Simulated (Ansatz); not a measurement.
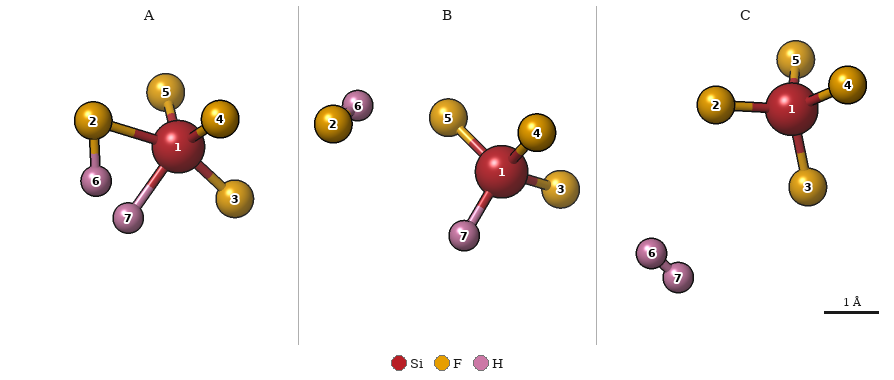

Three geometries of SiH$_{2}$F$_{4}$: a saddle point and the two minima that it joins, in shuffled order. The picture is a ball-and-stick view, seen at a tilt. Sticks join atoms that are closer than about 1.2 times the sum of their covalent radii (a little more with hydrogen).

Stationary points at PBE0-D4/def2-TZVP, single-point energies with wB97X-V, r2SCAN-D4, PBE-D4 (def2-TZVPP where no basis is named; Ansatz 0.2.0). The energies are electronic, without zero-point or thermal terms, and both ends are the minima reached downhill from the saddle, with any fragments still in contact.

**Identify the saddle point and describe the reaction.**

Frame A is the saddle point. Counted by bonded pieces, C holds H₂ + SiF₄ and B holds HF + SiHF₃. From C over the saddle to B, bonds form: Si1–H7 (3.84 → 1.65 → 1.46 Å), F2–H6 (3.06 → 1.17 → 0.92 Å). Bonds break: Si1–F2 (1.56 → 1.85 → 3.45 Å), H6–H7 (0.75 → 1.01 → 3.18 Å). The saddle has one imaginary mode, 1059i cm⁻¹. With wB97X-V the barrier is 251.9 kJ/mol from C and 142.0 kJ/mol from B, and B lies 109.9 kJ/mol above C.

```
    level  barrier from C (kJ/mol)  barrier from B (kJ/mol)  B less C (kJ/mol)
  wB97X-V                    251.9                    142.0              109.9
r2SCAN-D4                    239.6                    120.7              118.9
   PBE-D4                    220.0                    118.5              101.5
```

Limits of the set-up: the start holds two separate molecules, 3.1 Å apart at their closest, whose relative position is a soft coordinate.
